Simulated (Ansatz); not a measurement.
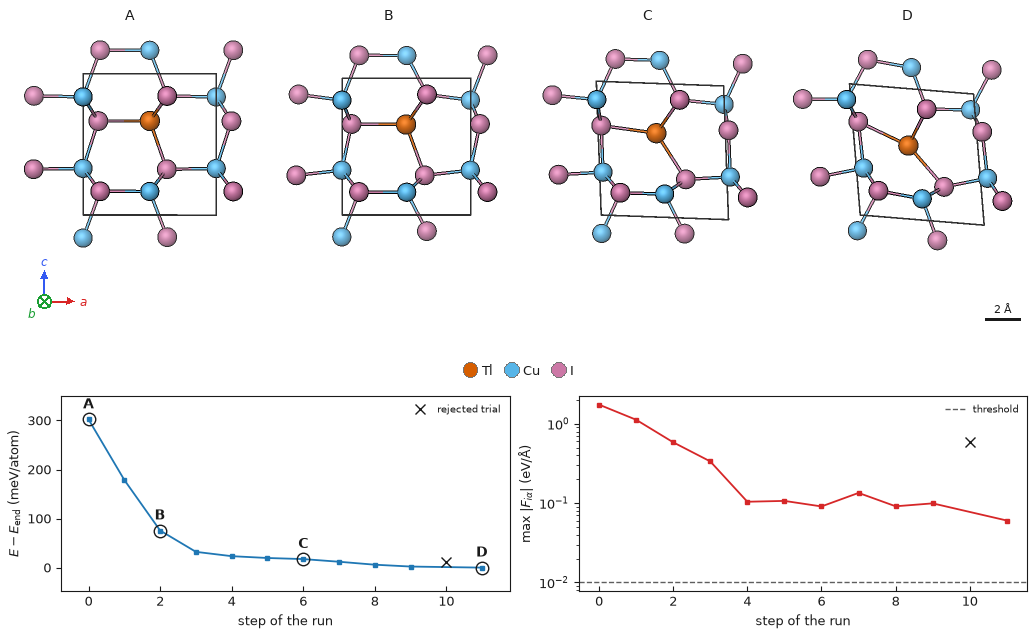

Frames of a relaxation of crystalline TlCu$_{3}$I$_{4}$ (built on the MgZn3S4-6 type type), marked on the history of the run. Style: ball-and-stick. Shown: the cell of the calculation, along the b axis.

These are results of DFT, PBEsol, plane waves, PAW (Ansatz 0.2.0), not measurements. (plane-wave cutoff 420 eV; k-point mesh 4 × 4 × 4; occupations fermi dirac; smearing width 0.03 eV; no spin polarisation; cell and atoms relaxed; force threshold 0.01 eV/Å; at most 120 steps)

### What happens along the run?

The run was cut off at its time limit before the relaxation converged, so the last structure is only a point on the way. The energy falls by 302 meV per atom in 10 accepted moves (11 points after the start). The largest force component goes from 1.7 to 0.06 eV/Å. Pressure: −2.82 GPa at the start and −0.01 GPa at the end. The line search rejected the trial step at point 10 of the run. The atom that moves furthest relative to the cell is the Tl atom (0.86 Å along [−2 0 −3]). Largest moves by element: Tl 0.86 Å, I 0.73 Å, Cu 0.47 Å. The drawn cell changes as follows: a 7.822 → 7.307 Å (−6.6 %), b 4.777 → 4.276 Å (−10.5 %), c 8.295 → 7.732 Å (−6.8 %), β 90.0° → 99.4°; the volume changes by −23.1 %. Some distances before and after: Cu–I 2.918 → 2.593 Å, Cu–I 2.887 → 2.581 Å, Cu–I 2.914 → 2.615 Å, Cu–I 2.903 → 2.604 Å. Among the angles between lasting bonds that change: Tl–I–Cu 107.9° → 57.9°, I–Tl–I 109.2° → 156.4°, Tl–I–Cu 108.1° → 83.1°. The space group stays Pm (No. 6). Cost: 5.7 min on 4 threads of Arm Neoverse V2, on a shared host, peak memory 1.1 GiB. From step 0 to 2: an I atom moves most (0.38 Å), volume −10.7 %, energy −226 meV per atom. From step 2 to 6: the Tl atom moves most (0.39 Å), volume −10.8 %, energy −58.2 meV per atom. From step 6 to 11: the Tl atom moves most (0.50 Å), volume −3.5 %, energy −17.4 meV per atom.

```csv
step,"E − E(0), meV/atom","largest force component, eV/Å","pressure, GPa","volume, Å³/atom",note
0,0.00,1.7453,-2.82,38.741,
1,-123.42,1.1258,-3.16,37.429,
2,-226.44,0.5848,-2.14,34.603,
3,-269.93,0.3358,0.26,31.412,
4,-278.74,0.1041,0.20,31.044,
5,-282.47,0.1067,-0.02,30.909,
6,-284.68,0.0908,-0.17,30.883,
7,-290.10,0.1346,-0.19,30.645,
8,-296.14,0.0913,-0.06,30.206,
9,-299.89,0.0993,0.00,29.858,
10,-290.98,0.5873,0.86,29.346,rejected
11,-302.10,0.0603,-0.01,29.798,
```
